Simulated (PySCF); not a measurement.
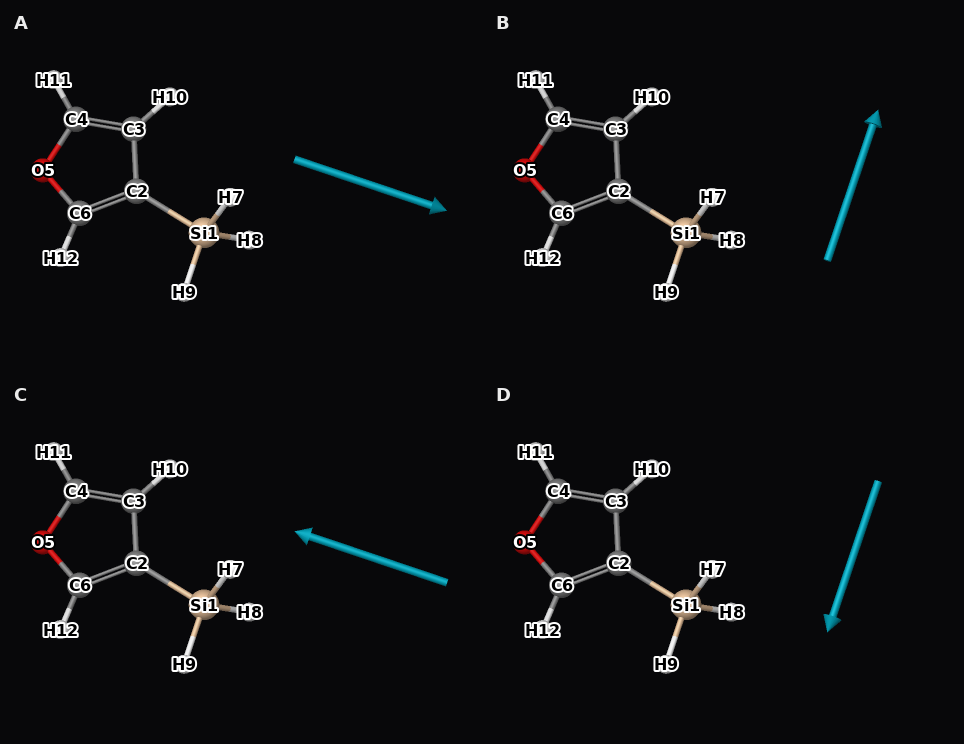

The same molecule four times, each with an arrow. The computed structure is the end point of a GFN2-xTB optimisation. No frequency run is at hand to confirm it as a minimum. Level of theory: PBE0/pcSseg-1, gas phase (PySCF 2.14.0).

Which arrow points along the dipole moment, from the negative to the positive end?

B. The dipole moment is 0.34 D; it points from the side of H9, H12 to the side of H10 (the outermost atoms at the two ends).

The geometry is semi-empirical. Around Si such bond lengths and angles can be off by a tenth of an ångström or more and by several degrees, and values that hang on the shape move with them.
